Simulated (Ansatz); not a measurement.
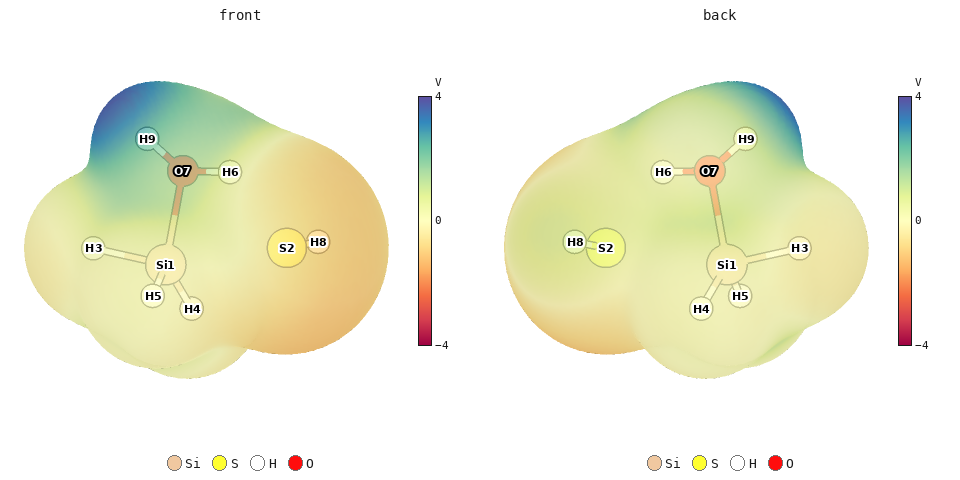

H$_{5}$OSi···HS. The electrostatic potential painted on the density surface at 0.002 e/bohr³, seen from the front and from behind; red is negative and blue positive.

A transition-state structure; geometry: PBE0-D4/def2-TZVP.

These are results of Ansatz 0.2.0, RKS PBE0-D4/def2-TZVPP, not measurements.

```xyz
9

Si    0.1511    0.8499   -0.1190
S     1.2388   -1.1720    0.9027
H    -0.7824    1.6979   -0.9529
H     0.0071    1.4567    1.2221
H     1.4279    1.0138   -0.8530
H    -0.2635   -1.3372   -0.2148
O    -0.9270   -0.5902   -0.5473
H     0.4613   -1.2712    1.9940
H    -1.3132   -0.6477   -1.4318
```

Question: Where is the surface potential most negative and most positive?

Answer: The most negative region (about −1.2 V, or −28 kcal/mol for a unit charge) lies over S2, the most positive (about +3.7 V, or +85 kcal/mol for a unit charge) over H9.
